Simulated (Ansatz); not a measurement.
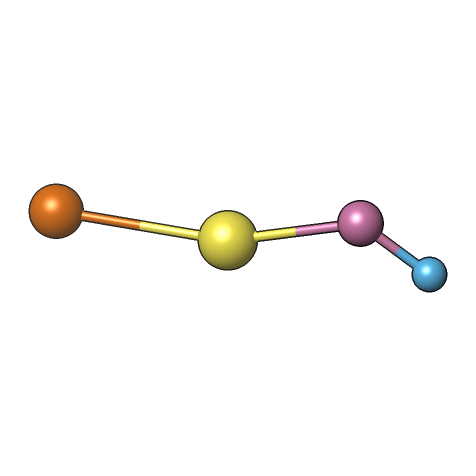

Rendered structure (ball-and-stick style). Every bond is drawn as one stick, whatever its order. Colours: aluminium yellow, nitrogen pink, chlorine orange, hydrogen blue.

The geometry was computed by an optimisation with PBE0-D4/def2-TZVP.

What does the picture show?

Formula AlClHN. All atoms lie on one plane. Coordination, clear cases only: 1 N bent.

More results for the same structure follow; atom numbers are the same in all pictures, views and colours differ.

## Electronic properties

Level of theory: RKS PBE0-D4/def2-TZVP (Ansatz 0.2.0).

What does the calculation give?

- dipole moment: 2.45 D
- harmonic zero-point energy: 36.7 kJ/mol

## Thermal motion

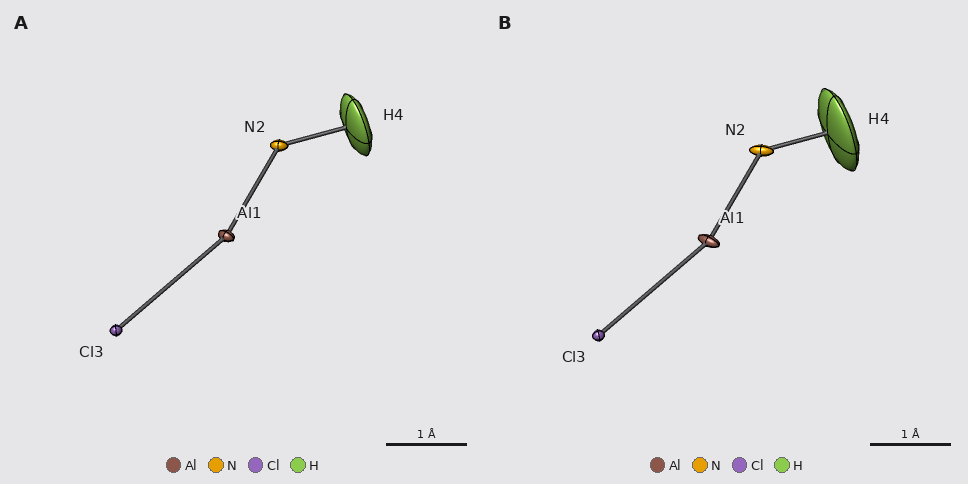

Displacement ellipsoids at the 50 % level, from the internal vibrations of the free molecule (harmonic, no overall translation or rotation; no half-axis is drawn under 0.075 Å). Vibrations computed with RKS PBE0-D4/def2-TZVP (Ansatz 0.2.0). One panel is for 298 K, the other for 600 K.

> Which panel is for 600 K?

B.

> How much does the mean-square displacement of H4 grow, and why?

U_eq goes from 0.0497 to 0.0873 Å², a factor of 1.8. Modes below kT (417 cm⁻¹ at 600 K) grow about in proportion to T, and the lowest lies at 170 cm⁻¹; the mean-square amplitude of a mode is its zero-point value times coth(ħω/2kT), which comes close to 1 only above about 3kT.

## Charges

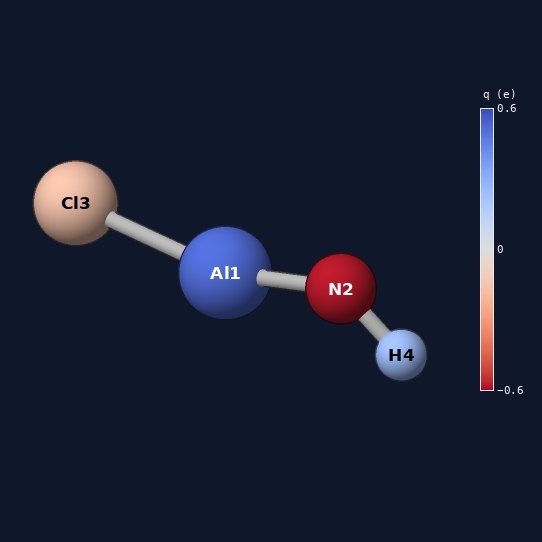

Atoms are coloured by their Mulliken charges. Level of theory: RKS PBE0-D4/def2-TZVP (Ansatz 0.2.0).

> Which atom carries the highest charge (most positive or least negative)?

Al1 (0.50 e).

> And the lowest?

N2 (−0.57 e).

List the Mulliken charges.

| atom | value (e) |
| --- | --- |
| Al1 | 0.50 |
| N2 | −0.57 |
| Cl3 | −0.15 |
| H4 | 0.23 |

Mulliken values depend strongly on the basis set and can even reverse the polarity of a bond.
